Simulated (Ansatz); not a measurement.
# Geometry relaxation, with input and output: CH9AsSi (part 1 of 2)

The run: geometry relaxation of CH9AsSi. Method and program: RKS PBE0-D4/def2-TZVP (Ansatz 0.2.0).

The geometry is a transition state displaced along its imaginary mode. The reaction was set up to form Si1–As7 and C2–H6 and to break Si1–C2 and H6–As7 (atoms counted from 1 in the order of the input); sticks are drawn by distance alone. Figures and captions count atoms from 1; the log counts them from 0 in places.

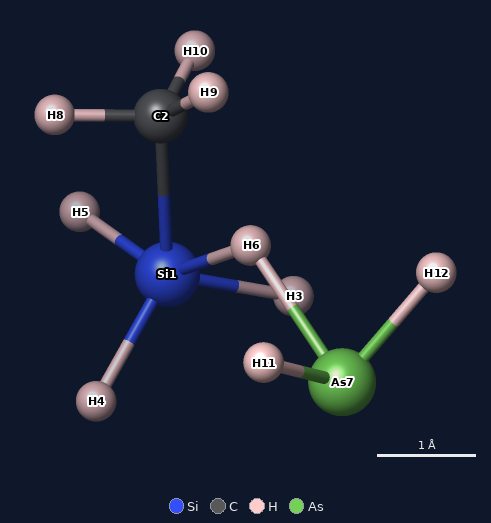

Figure 1. The input geometry (ball-and-stick view, seen at a tilt; atoms are numbered from 1 in the order of the input). Bond lengths as drawn: As–H 1.52 to 1.78 Å, C–H 1.05 to 1.13 Å, C–Si 1.99 Å and H–Si 1.47 to 1.71 Å.

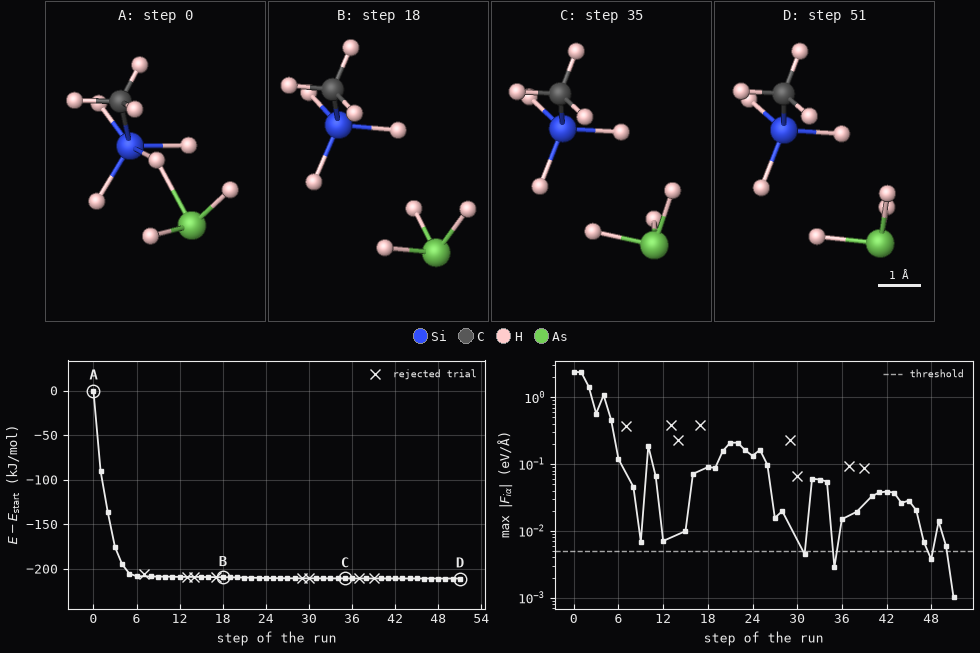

Figure 2. Frames of the relaxation (ball-and-stick view, seen at a tilt) above the curves, on which the letters mark them (the first geometry is step 0 here and step 1 in the log).

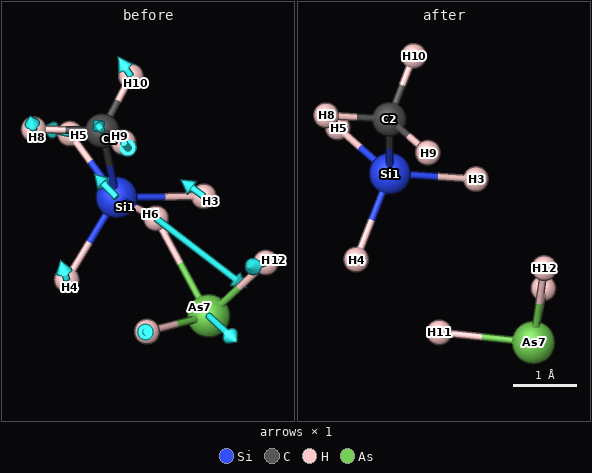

Figure 3. Before (left) and after (right) the relaxation, at one scale (ball-and-stick view, seen at a tilt). The teal arrows give the displacements, at true length. After 51 geometry steps the energy has fallen by 210.9 kJ/mol. Largest force component: 2.4 eV/Å at the start, 0.001 eV/Å at the end. The line search rejected the trial steps at points 7, 13, 14, 17, 29, 30, 37, 39 (counted from 0) and went back. H6 moves most after the best rigid fit: 1.89 Å. Largest moves by element: H 1.89 Å, As 1.00 Å, Si 0.55 Å, C 0.29 Å. Among the contacts that change: Si1–H6 1.708 → 3.353 Å, H6–As7 1.779 → 1.522 Å, Si1–C2 1.990 → 1.870 Å, Si1–H4 1.560 → 1.488 Å. Among the angles that change: C2–Si1–H5 89.6° → 110.6°, Si1–C2–H9 131.3° → 110.7°, Si1–C2–H8 97.0° → 110.8°. (Atoms are counted from 1 in the order of the input.)

The input that produced these results follows, with the program's output.

Input file:
```yaml
crystal:
  periodic: [false, false, false]
  atoms:
    - {symbol: Si, position_ang: [-1.216228, 0.080822, -0.039811]}
    - {symbol: C, position_ang: [0.354790, 1.271229, 0.230730]}
    - {symbol: H, position_ang: [-1.470017, -0.401711, -1.479579]}
    - {symbol: H, position_ang: [-1.664370, -0.920781, 1.069709]}
    - {symbol: H, position_ang: [-2.108212, 1.241005, 0.114833]}
    - {symbol: H, position_ang: [0.435703, -0.344142, -0.117921]}
    - {symbol: As, position_ang: [0.683097, -2.090739, -0.350692]}
    - {symbol: H, position_ang: [0.065175, 1.651679, 1.222707]}
    - {symbol: H, position_ang: [1.466732, 1.051224, 0.248889]}
    - {symbol: H, position_ang: [0.161262, 1.924694, -0.563970]}
    - {symbol: H, position_ang: [1.518872, -1.935012, 0.918425]}
    - {symbol: H, position_ang: [1.773395, -1.528268, -1.253219]}
basis:
  gaussian: {orbitals: def2-TZVP}
hamiltonian: {xc: pbe0, dispersion: d4}
relax: {f_tol: 0.005, max_steps: 200}
```

Launched with:
```bash
ansatz run in.yaml --threads 4 --pin off --events-out ev --progress --plain --max-ram 9574MiB
```

Output:
```
Functional definition: PBE0
  name "PBE0"
  cite "Adamo & Barone, J. Chem. Phys. 110, 6158 (1999) doi:10.1063/1.478522"
  cite "Perdew, Burke & Ernzerhof, Phys. Rev. Lett. 77, 3865 (1996) doi:10.1103/PhysRevLett.77.3865"
  parent pbe
  parameter a = 0.25
  parameter kappa = 0.804
  parameter beta = 0.06672455060314922
  exchange = (1 - a)*pbe_x(kappa = kappa, mu = beta*pi^2/3) + a*exact_x
  correlation = pbe_c(beta = beta)
1267 factors; their error is unknown
mean field evaluation 1: about -69882.5867 eV, gradient 4.9e1 eV
mean field evaluation 2: about -69876.1000 eV, gradient 6.4e1 eV
mean field evaluation 4: about -69888.1549 eV, gradient 4.0e0 eV
mean field evaluation 8: about -69888.1862 eV, gradient 2.6e-2 eV
mean field evaluation 16: about -69888.4608 eV, gradient 7.0e-5 eV
mean field -69888.46080551 eV, -2568.3535625023 hartree, gradient 7.0e-5 eV, S^2 0.000000; 0 other end points of the search recorded, 0 dependent functions left out
the calculation of the forces begins
reference -69888.46083923 eV, -2568.3535637416 hartree; 31, 31 occupied and 139, 139 virtual orbitals, 1267 factors
relax step   1: F+E_penalty+E_count = -69888.67373892 eV  Δ(F+E_penalty+E_count) = +0.000e0 eV  max|allowed force component| = 2.415e0 eV/Å  Δτ_max = 0.0000 Å  (26 SCF iters, accepted)
these checks for a lower state are left out or cut short: starts, cluster_reference, orbital_swaps, neighbouring_geometries, increment
1267 factors; their error is unknown
mean field -69889.40306825 eV, -2568.3881900193 hartree, gradient 2.0e-5 eV, S^2 0.000000; 0 other end points of the search recorded, 0 dependent functions left out
[... from here on the field's lines of each further geometry are left out, up to the last ...]
relax step   2: F+E_penalty+E_count = -69889.61137262 eV  Δ(F+E_penalty+E_count) = -9.376e-1 eV  max|allowed force component| = 2.374e0 eV/Å  Δτ_max = 0.1954 Å  (33 SCF iters, accepted)
relax step   3: F+E_penalty+E_count = -69890.08877259 eV  Δ(F+E_penalty+E_count) = -4.774e-1 eV  max|allowed force component| = 1.449e0 eV/Å  Δτ_max = 0.1947 Å  (28 SCF iters, accepted)
relax step   4: F+E_penalty+E_count = -69890.49324953 eV  Δ(F+E_penalty+E_count) = -4.045e-1 eV  max|allowed force component| = 5.725e-1 eV/Å  Δτ_max = 0.1945 Å  (28 SCF iters, accepted)
relax step   5: F+E_penalty+E_count = -69890.69448907 eV  Δ(F+E_penalty+E_count) = -2.012e-1 eV  max|allowed force component| = 1.080e0 eV/Å  Δτ_max = 0.1947 Å  (28 SCF iters, accepted)
relax step   6: F+E_penalty+E_count = -69890.80231364 eV  Δ(F+E_penalty+E_count) = -1.078e-1 eV  max|allowed force component| = 4.653e-1 eV/Å  Δτ_max = 0.2000 Å  (27 SCF iters, accepted)
relax step   7: F+E_penalty+E_count = -69890.83220896 eV  Δ(F+E_penalty+E_count) = -2.990e-2 eV  max|allowed force component| = 1.186e-1 eV/Å  Δτ_max = 0.1946 Å  (27 SCF iters, accepted)
relax step   8: F+E_penalty+E_count = -69890.81108889 eV  Δ(F+E_penalty+E_count) = +2.112e-2 eV  max|allowed force component| = 3.676e-1 eV/Å  Δτ_max = 0.0991 Å  (28 SCF iters, rejected (line search))
relax step   9: F+E_penalty+E_count = -69890.83528549 eV  Δ(F+E_penalty+E_count) = -3.077e-3 eV  max|allowed force component| = 4.566e-2 eV/Å  Δτ_max = 0.0495 Å  (29 SCF iters, accepted)
relax step  10: F+E_penalty+E_count = -69890.83728282 eV  Δ(F+E_penalty+E_count) = -1.997e-3 eV  max|allowed force component| = 6.893e-3 eV/Å  Δτ_max = 0.0848 Å  (27 SCF iters, accepted)
relax step  11: F+E_penalty+E_count = -69890.83781438 eV  Δ(F+E_penalty+E_count) = -5.316e-4 eV  max|allowed force component| = 1.875e-1 eV/Å  Δτ_max = 0.1483 Å  (27 SCF iters, accepted)
relax step  12: F+E_penalty+E_count = -69890.83900565 eV  Δ(F+E_penalty+E_count) = -1.191e-3 eV  max|allowed force component| = 6.547e-2 eV/Å  Δτ_max = 0.0117 Å  (29 SCF iters, accepted)
relax step  13: F+E_penalty+E_count = -69890.84053029 eV  Δ(F+E_penalty+E_count) = -1.525e-3 eV  max|allowed force component| = 7.056e-3 eV/Å  Δτ_max = 0.0766 Å  (28 SCF iters, accepted)
relax step  14: F+E_penalty+E_count = -69890.83808467 eV  Δ(F+E_penalty+E_count) = +2.446e-3 eV  max|allowed force component| = 3.825e-1 eV/Å  Δτ_max = 0.1962 Å  (27 SCF iters, rejected (line search))
relax step  15: F+E_penalty+E_count = -69890.83724908 eV  Δ(F+E_penalty+E_count) = +3.281e-3 eV  max|allowed force component| = 2.267e-1 eV/Å  Δτ_max = 0.0512 Å  (28 SCF iters, rejected (line search))
relax step  16: F+E_penalty+E_count = -69890.84098682 eV  Δ(F+E_penalty+E_count) = -4.565e-4 eV  max|allowed force component| = 9.920e-3 eV/Å  Δτ_max = 0.0251 Å  (29 SCF iters, accepted)
relax step  17: F+E_penalty+E_count = -69890.84251741 eV  Δ(F+E_penalty+E_count) = -1.531e-3 eV  max|allowed force component| = 7.146e-2 eV/Å  Δτ_max = 0.0975 Å  (27 SCF iters, accepted)
relax step  18: F+E_penalty+E_count = -69890.84098442 eV  Δ(F+E_penalty+E_count) = +1.533e-3 eV  max|allowed force component| = 3.807e-1 eV/Å  Δτ_max = 0.1438 Å  (27 SCF iters, rejected (line search))
relax step  19: F+E_penalty+E_count = -69890.84384134 eV  Δ(F+E_penalty+E_count) = -1.324e-3 eV  max|allowed force component| = 8.990e-2 eV/Å  Δτ_max = 0.0701 Å  (28 SCF iters, accepted)
relax step  20: F+E_penalty+E_count = -69890.84496489 eV  Δ(F+E_penalty+E_count) = -1.124e-3 eV  max|allowed force component| = 8.809e-2 eV/Å  Δτ_max = 0.0743 Å  (28 SCF iters, accepted)
relax step  21: F+E_penalty+E_count = -69890.84704445 eV  Δ(F+E_penalty+E_count) = -2.080e-3 eV  max|allowed force component| = 1.565e-1 eV/Å  Δτ_max = 0.1080 Å  (27 SCF iters, accepted)
relax step  22: F+E_penalty+E_count = -69890.84825760 eV  Δ(F+E_penalty+E_count) = -1.213e-3 eV  max|allowed force component| = 2.088e-1 eV/Å  Δτ_max = 0.0768 Å  (28 SCF iters, accepted)
relax step  23: F+E_penalty+E_count = -69890.84983522 eV  Δ(F+E_penalty+E_count) = -1.578e-3 eV  max|allowed force component| = 2.097e-1 eV/Å  Δτ_max = 0.1014 Å  (27 SCF iters, accepted)
relax step  24: F+E_penalty+E_count = -69890.85194463 eV  Δ(F+E_penalty+E_count) = -2.109e-3 eV  max|allowed force component| = 1.618e-1 eV/Å  Δτ_max = 0.0654 Å  (28 SCF iters, accepted)
relax step  25: F+E_penalty+E_count = -69890.85424859 eV  Δ(F+E_penalty+E_count) = -2.304e-3 eV  max|allowed force component| = 1.330e-1 eV/Å  Δτ_max = 0.1099 Å  (27 SCF iters, accepted)
relax step  26: F+E_penalty+E_count = -69890.85473204 eV  Δ(F+E_penalty+E_count) = -4.834e-4 eV  max|allowed force component| = 1.633e-1 eV/Å  Δτ_max = 0.1345 Å  (27 SCF iters, accepted)
relax step  27: F+E_penalty+E_count = -69890.85606935 eV  Δ(F+E_penalty+E_count) = -1.337e-3 eV  max|allowed force component| = 9.764e-2 eV/Å  Δτ_max = 0.0152 Å  (29 SCF iters, accepted)
relax step  28: F+E_penalty+E_count = -69890.85655036 eV  Δ(F+E_penalty+E_count) = -4.810e-4 eV  max|allowed force component| = 1.567e-2 eV/Å  Δτ_max = 0.0154 Å  (29 SCF iters, accepted)
relax step  29: F+E_penalty+E_count = -69890.85695833 eV  Δ(F+E_penalty+E_count) = -4.080e-4 eV  max|allowed force component| = 1.975e-2 eV/Å  Δτ_max = 0.0376 Å  (28 SCF iters, accepted)
relax step  30: F+E_penalty+E_count = -69890.85515930 eV  Δ(F+E_penalty+E_count) = +1.799e-3 eV  max|allowed force component| = 2.317e-1 eV/Å  Δτ_max = 0.1807 Å  (27 SCF iters, rejected (line search))
relax step  31: F+E_penalty+E_count = -69890.85658295 eV  Δ(F+E_penalty+E_count) = +3.754e-4 eV  max|allowed force component| = 6.591e-2 eV/Å  Δτ_max = 0.0050 Å  (30 SCF iters, rejected (line search))
relax step  32: F+E_penalty+E_count = -69890.85699243 eV  Δ(F+E_penalty+E_count) = -3.410e-5 eV  max|allowed force component| = 4.470e-3 eV/Å  Δτ_max = 0.0024 Å  (30 SCF iters, accepted)
relax step  33: F+E_penalty+E_count = -69890.85768933 eV  Δ(F+E_penalty+E_count) = -6.969e-4 eV  max|allowed force component| = 6.028e-2 eV/Å  Δτ_max = 0.0974 Å  (27 SCF iters, accepted)
relax step  34: F+E_penalty+E_count = -69890.85776827 eV  Δ(F+E_penalty+E_count) = -7.894e-5 eV  max|allowed force component| = 5.878e-2 eV/Å  Δτ_max = 0.0455 Å  (28 SCF iters, accepted)
relax step  35: F+E_penalty+E_count = -69890.85802121 eV  Δ(F+E_penalty+E_count) = -2.529e-4 eV  max|allowed force component| = 5.486e-2 eV/Å  Δτ_max = 0.0103 Å  (30 SCF iters, accepted)
relax step  36: F+E_penalty+E_count = -69890.85825921 eV  Δ(F+E_penalty+E_count) = -2.380e-4 eV  max|allowed force component| = 2.844e-3 eV/Å  Δτ_max = 0.0213 Å  (29 SCF iters, accepted)
relax step  37: F+E_penalty+E_count = -69890.85846637 eV  Δ(F+E_penalty+E_count) = -2.072e-4 eV  max|allowed force component| = 1.495e-2 eV/Å  Δτ_max = 0.0487 Å  (28 SCF iters, accepted)
relax step  38: F+E_penalty+E_count = -69890.85827705 eV  Δ(F+E_penalty+E_count) = +1.893e-4 eV  max|allowed force component| = 9.517e-2 eV/Å  Δτ_max = 0.1048 Å  (27 SCF iters, rejected (line search))
relax step  39: F+E_penalty+E_count = -69890.85866728 eV  Δ(F+E_penalty+E_count) = -2.009e-4 eV  max|allowed force component| = 1.933e-2 eV/Å  Δτ_max = 0.0510 Å  (28 SCF iters, accepted)
relax step  40: F+E_penalty+E_count = -69890.85842533 eV  Δ(F+E_penalty+E_count) = +2.420e-4 eV  max|allowed force component| = 8.806e-2 eV/Å  Δτ_max = 0.0848 Å  (27 SCF iters, rejected (line search))
relax step  41: F+E_penalty+E_count = -69890.85881242 eV  Δ(F+E_penalty+E_count) = -1.451e-4 eV  max|allowed force component| = 3.274e-2 eV/Å  Δτ_max = 0.0418 Å  (28 SCF iters, accepted)
relax step  42: F+E_penalty+E_count = -69890.85884304 eV  Δ(F+E_penalty+E_count) = -3.062e-5 eV  max|allowed force component| = 3.758e-2 eV/Å  Δτ_max = 0.0478 Å  (28 SCF iters, accepted)
relax step  43: F+E_penalty+E_count = -69890.85897586 eV  Δ(F+E_penalty+E_count) = -1.328e-4 eV  max|allowed force component| = 3.874e-2 eV/Å  Δτ_max = 0.0082 Å  (30 SCF iters, accepted)
relax step  44: F+E_penalty+E_count = -69890.85904194 eV  Δ(F+E_penalty+E_count) = -6.609e-5 eV  max|allowed force component| = 3.750e-2 eV/Å  Δτ_max = 0.0125 Å  (30 SCF iters, accepted)
```
